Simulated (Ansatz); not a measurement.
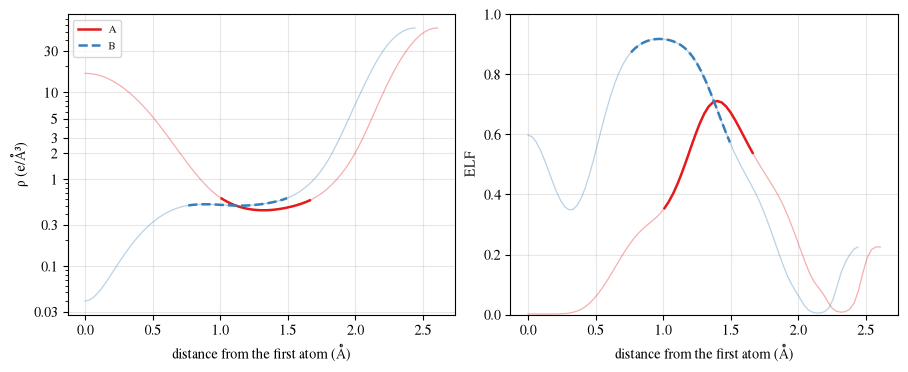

Figure 1: SiSnGe$_{2}$. Valence electron density and electron localisation function along straight lines between neighbouring atoms. Thin, pale parts lie inside the atomic spheres.

Space group P-4m2.

These are results of DFT PBEsol, scalar-relativistic, plane waves, PAW (Ansatz), not measurements.

Core electrons are frozen (PAW), and the valence fields are smoothed inside the atomic spheres.

Which curve belongs to which contact (Si–Ge and Sn–Ge)? The first atom named is at distance zero.

Answer. Curve A: Sn–Ge (2.61 Å): the density is about 0.44 e/Å³ at the midpoint; the ELF peaks at about 0.70 between the atoms. Curve B: Si–Ge (2.44 Å): the density is about 0.5 e/Å³ at the midpoint; the ELF peaks at about 0.90 between the atoms.
